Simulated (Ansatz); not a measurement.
# One shape, several levels: doublet [TiO2]+

We compute a comparison of 6 runs (UHF/3-21G, UHF/aug-cc-pVDZ, UB3LYP/6-31G*, UPBE/aug-cc-pVDZ, UPBE0/aug-cc-pVDZ, USVWN5/aug-cc-pVDZ) of doublet [TiO2]+. 

The results are computed with Ansatz 0.2.0.

## Step 1: The structure to begin with

[TiO2]+ has 3 atoms, charge +1, and is taken as a doublet. SMILES of the parent species: `[O]=[Ti]=[O]`. The coordinates come from a PBE0-D4/def2-TZVP relaxation. That shape belongs to the parent species and isn't relaxed for this state.

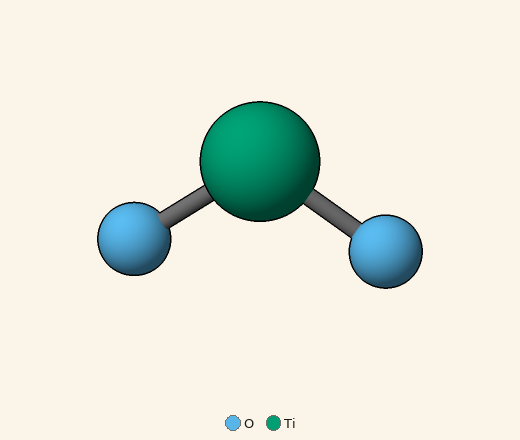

Viewed from a chosen angle; oxygen blue, titanium teal.

## Step 2: A single-point energy at UHF/3-21G (run 1)

File job.yaml:

```yaml
basis:
  gaussian: {orbitals: 3-21G-spherical.json}
crystal:
  periodic: [false, false, false]
  atoms:
    - {symbol: O, position_ang: [0.921000, 0.928800, 0.444600]}
    - {symbol: Ti, position_ang: [0.135000, -0.492000, 0.331600]}
    - {symbol: O, position_ang: [-1.056100, -0.436800, -0.776200]}
total_charge: 1
magnetization: {spin_polarized: true, initial_magnetization: 1}
hamiltonian: {xc: hf}
accuracy: high
output: {orbitals: {seedname: orbitals}}
```

The basis set 3-21G is read from a file made from the Basis Set Exchange's data (not shown).

Started as:

```bash
$ ansatz run job.yaml --threads 1 --pin off --max-ram 3480MiB --events-out events.jsonl --progress --plain --runs-dir runs
```

Log:

```text
Warning: RAYON_NUM_THREADS=1 ignored (pool sized by the plan → 1); use --threads N
Functional definition: HF
  name "HF"
  exchange = exact_x
  correlation = 0
868 factors; integrals over basis functions are off by at most 3.6e-9 eV
mean field evaluation 1: about -26996.0968 eV, gradient 6.4e1 eV
mean field evaluation 2: about -26996.1461 eV, gradient 6.4e1 eV
mean field evaluation 4: about -27015.0090 eV, gradient 2.2e1 eV
mean field evaluation 8: about -27017.5997 eV, gradient 7.2e-1 eV
mean field evaluation 16: about -27017.6413 eV, gradient 7.2e-3 eV
mean field evaluation 32: about -26854.2194 eV, gradient 9.1e1 eV
mean field evaluation 64: about -26979.3362 eV, gradient 7.0e1 eV
mean field evaluation 96: about -27016.3611 eV, gradient 2.7e0 eV
mean field evaluation 128: about -27005.7910 eV, gradient 5.8e0 eV
mean field evaluation 160: about -27017.0490 eV, gradient 2.8e0 eV
mean field evaluation 192: about -27007.3861 eV, gradient 3.6e1 eV
mean field evaluation 224: about -27017.3209 eV, gradient 7.0e-1 eV
mean field evaluation 256: about -27017.2053 eV, gradient 7.7e-1 eV
mean field evaluation 288: about -27017.4903 eV, gradient 1.1e0 eV
mean field evaluation 320: about -27017.2696 eV, gradient 2.2e0 eV
mean field evaluation 352: about -27016.3832 eV, gradient 2.5e-1 eV
mean field evaluation 384: about -27007.3649 eV, gradient 4.3e1 eV
mean field evaluation 416: about -27015.5943 eV, gradient 4.4e-1 eV
mean field evaluation 448: about -27016.6769 eV, gradient 2.4e0 eV
mean field evaluation 480: about -27011.7014 eV, gradient 1.2e1 eV
mean field evaluation 512: about -27016.8204 eV, gradient 9.7e-5 eV
mean field evaluation 544: about -27017.6116 eV, gradient 6.6e-1 eV
mean field evaluation 576: about -27017.6413 eV, gradient 6.4e-4 eV
mean field evaluation 608: about -27005.7523 eV, gradient 4.3e1 eV
mean field -27017.64129617 eV, -992.8800044193 hartree, gradient 2.3e-8 eV, S^2 1.325535; 13 other end points of the search recorded, 0 dependent functions left out
reference -27017.64129617 eV, -992.8800044193 hartree; 19, 18 occupied and 26, 27 virtual orbitals, 868 factors
Total energy: -27017.64129617 eV, -992.8800044193 hartree
```

Run time: 5.7 s. Hardware: 1 thread of Arm Neoverse V2, shared host; peak memory 0.12 GiB.

## Step 3: A single-point energy at UHF/aug-cc-pVDZ (run 2)

File run.yaml:

```yaml
crystal:
  periodic: [false, false, false]
  atoms:
    - {symbol: O, position_ang: [0.921000, 0.928800, 0.444600]}
    - {symbol: Ti, position_ang: [0.135000, -0.492000, 0.331600]}
    - {symbol: O, position_ang: [-1.056100, -0.436800, -0.776200]}
basis:
  gaussian: {orbitals: aug-cc-pVDZ}
total_charge: 1
magnetization: {spin_polarized: true, initial_magnetization: 1}
hamiltonian: {xc: hf}
accuracy: high
output: {orbitals: {seedname: orbitals}}
```

Started as:

```bash
$ ansatz run run.yaml --threads 1 --pin off --max-ram 3480MiB --events-out events.jsonl --progress --plain --runs-dir runs
```

Log:

```text
Warning: RAYON_NUM_THREADS=1 ignored (pool sized by the plan → 1); use --threads N
[... 4 set-up lines as earlier in the session ...]
2041 factors; integrals over basis functions are off by at most 3.3e-9 eV
mean field evaluation 1: about -27133.1923 eV, gradient 6.5e1 eV
mean field evaluation 2: about -27133.1966 eV, gradient 6.5e1 eV
mean field evaluation 4: about -27151.2232 eV, gradient 1.6e1 eV
mean field evaluation 8: about -27153.1624 eV, gradient 9.7e-1 eV
mean field evaluation 16: about -27153.2508 eV, gradient 8.0e-3 eV
mean field evaluation 32: about -26963.6217 eV, gradient 1.3e2 eV
mean field evaluation 64: about -27107.1065 eV, gradient 9.2e1 eV
mean field evaluation 96: about -27151.6889 eV, gradient 2.3e-3 eV
mean field evaluation 128: about -27152.7817 eV, gradient 3.7e-2 eV
mean field evaluation 160: about -27151.6889 eV, gradient 2.7e-3 eV
mean field evaluation 192: about -27153.2508 eV, gradient 4.4e-5 eV
mean field evaluation 224: about -27153.2219 eV, gradient 2.0e-1 eV
mean field evaluation 256: about -27152.8573 eV, gradient 8.3e-1 eV
mean field evaluation 288: about -27153.2455 eV, gradient 1.5e-1 eV
mean field evaluation 320: about -27153.1213 eV, gradient 5.4e-1 eV
mean field evaluation 352: about -27147.5579 eV, gradient 3.0e1 eV
mean field evaluation 384: about -27152.0208 eV, gradient 1.6e0 eV
mean field evaluation 416: about -27149.2149 eV, gradient 4.8e0 eV
mean field evaluation 448: about -27146.7531 eV, gradient 2.4e0 eV
mean field evaluation 480: about -27153.2492 eV, gradient 1.2e-1 eV
mean field evaluation 512: about -27153.2508 eV, gradient 1.2e-6 eV
mean field -27153.25076881 eV, -997.8635606193 hartree, gradient 2.9e-8 eV, S^2 1.338261; 9 other end points of the search recorded, 0 dependent functions left out
reference -27153.25076881 eV, -997.8635606193 hartree; 19, 18 occupied and 86, 87 virtual orbitals, 2041 factors
Total energy: -27153.25076881 eV, -997.8635606193 hartree
```

It took 41 s on 1 thread of Arm Neoverse V2, shared host; peak memory 0.41 GiB.

## Step 4: A single-point energy at UB3LYP/6-31G(d) (Cartesian functions) (run 3)

Changes to run.yaml since step 3:

```diff
@@ -7,6 +7,6 @@
 basis:
-  gaussian: {orbitals: aug-cc-pVDZ}
+  gaussian: {orbitals: "6-31G*"}
 total_charge: 1
 magnetization: {spin_polarized: true, initial_magnetization: 1}
-hamiltonian: {xc: hf}
+hamiltonian: {xc: {name: B3LYP}}
 accuracy: high
```

Started as:

```bash
$ ansatz run run.yaml --threads 1 --pin off --max-ram 3480MiB --events-out events.jsonl --progress --plain --runs-dir runs
```

Log:

```text
Warning: RAYON_NUM_THREADS=1 ignored (pool sized by the plan → 1); use --threads N
Functional definition: B3LYP
  name "B3LYP"
  parameter a0 = 0.2
  parameter ax = 0.72
  parameter ac = 0.81
  exchange = (1 - a0 - ax)*slater_x + ax*b88_x + a0*exact_x
  correlation = (1 - ac)*vwn_rpa_c + ac*lyp_c
1317 factors; integrals over basis functions are off by at most 3.6e-9 eV
mean field evaluation 1: about -27169.9543 eV, gradient 8.5e1 eV
mean field evaluation 2: about -26602.3833 eV, gradient 3.4e2 eV
mean field evaluation 4: about -27194.2654 eV, gradient 3.9e1 eV
mean field evaluation 8: about -27199.1550 eV, gradient 2.5e-1 eV
mean field evaluation 16: about -27199.1795 eV, gradient 1.1e-3 eV
mean field evaluation 32: about -27199.1795 eV, gradient 1.8e-7 eV
mean field -27199.17954907 eV, -999.5514121623 hartree, gradient 3.6e-8 eV, S^2 0.803485; 4 other end points of the search recorded, 0 dependent functions left out
reference -27199.17958532 eV, -999.5514134943 hartree; 19, 18 occupied and 47, 48 virtual orbitals, 1317 factors
Total energy: -27199.17958532 eV, -999.5514134943 hartree
```

Wall time 10 s (1 thread of Arm Neoverse V2, shared host); peak memory 0.27 GiB.

Runs 4 to 5 aren't shown in full; the table further down has their settings and results.

## Step 5: A single-point energy at USVWN5/aug-cc-pVDZ (run 6)

Changes to run.yaml since step 4:

```diff
@@ -7,6 +7,10 @@
 basis:
-  gaussian: {orbitals: "6-31G*"}
+  gaussian:
+    orbitals: aug-cc-pVDZ
 total_charge: 1
-magnetization: {spin_polarized: true, initial_magnetization: 1}
-hamiltonian: {xc: {name: B3LYP}}
+magnetization:
+  spin_polarized: true
+  initial_magnetization: 1
+hamiltonian:
+  xc: {name: SVWN5}
 accuracy: high
```

Started as:

```bash
$ ansatz run run.yaml --threads 1 --pin off --max-ram 3480MiB --events-out events.jsonl --progress --plain --runs-dir runs
```

Log:

```text
Warning: RAYON_NUM_THREADS=1 ignored (pool sized by the plan → 1); use --threads N
Functional definition: SVWN5
  name "SVWN5"
  exchange = slater_x
  correlation = vwn5_c
2041 factors; integrals over basis functions are off by at most 3.3e-9 eV
mean field evaluation 1: about -27092.0853 eV, gradient 8.5e1 eV
mean field evaluation 2: about -26514.5491 eV, gradient 3.4e2 eV
mean field evaluation 4: about -27116.2120 eV, gradient 2.5e1 eV
mean field evaluation 8: about -27118.1596 eV, gradient 5.7e-1 eV
mean field evaluation 16: about -27118.1615 eV, gradient 4.3e-4 eV
mean field evaluation 32: about -27117.5043 eV, gradient 2.5e0 eV
mean field evaluation 64: about -27116.9336 eV, gradient 1.1e0 eV
mean field evaluation 96: about -27116.8138 eV, gradient 2.0e-1 eV
mean field -27118.16151478 eV, -996.5740543181 hartree, gradient 6.5e-8 eV, S^2 0.766163; 8 other end points of the search recorded, 0 dependent functions left out
reference -27118.16152182 eV, -996.5740545767 hartree; 19, 18 occupied and 86, 87 virtual orbitals, 2041 factors
Total energy: -27118.16152182 eV, -996.5740545767 hartree
```

Wall time 25 s (1 thread of Arm Neoverse V2, shared host); peak memory 0.37 GiB.

## Step 6: The series

| run | level | Cartesian functions | energy (Eh) | HOMO energy (eV) | LUMO energy (eV) | ⟨S²⟩ | wall time |
| --- | --- | --- | --- | --- | --- | --- | --- |
| 1 | UHF/3-21G | no | -992.880004 | -19.31 | -6.27 | 1.326 | 5.7 s |
| 2 | UHF/aug-cc-pVDZ | no | -997.863561 | -19.45 | -6.31 | 1.338 | 41 s |
| 3 | UB3LYP/6-31G* (Cartesian functions) | yes | -999.551413 | -16.03 | -12.40 | 0.803 | 10 s |
| 4 | UPBE/aug-cc-pVDZ | no | -999.299627 | -14.96 | -13.61 | 0.769 | 36 s |
| 5 | UPBE0/aug-cc-pVDZ | no | -999.274087 | -16.39 | -12.15 | 0.822 | 22 s |
| 6 | USVWN5/aug-cc-pVDZ | no | -996.574055 | -15.15 | -14.11 | 0.766 | 25 s |

## Step 7: Results

| quantity | value |
| --- | --- |
| run 6: total energy | -996.57405 Eh |
| run 6: HOMO energy (highest over α and β) | -15.15 eV |
| run 6: LUMO energy (lowest over α and β) | -14.11 eV |
| run 6: ⟨S²⟩ | 0.766 |

In words: Totals of different functionals can't be ranked against each other. Spin contamination of the reference: run 2 ⟨S²⟩ = 1.34, run 1 ⟨S²⟩ = 1.33. All runs together took 2.3 min, the longest 41 s.
